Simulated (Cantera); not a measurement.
Input: 1 mol Pb, 1.3 mol H2, 12 mol N2, equilibrated at 203 Torr.

These are equilibrium values from Cantera (NASA tables, ideal gas, pure condensed phases), not measurements of a reactor. Candidate condensed phases: Pb; 11 gas species. Kinetics and transport are ignored.

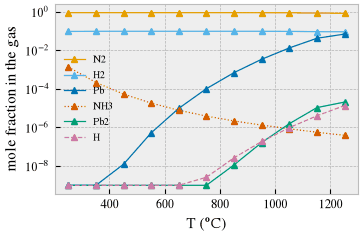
Fig. 1. Equilibrium gas composition (values under 1e-9 drawn at 1e-9)

Read off the mole fractions at 1252 °C.

N2 about 0.84, H2 about 0.091, Pb about 0.070, Pb2 about 2.1e-5, H about 1.4e-5, NH3 about 3.9e-7.
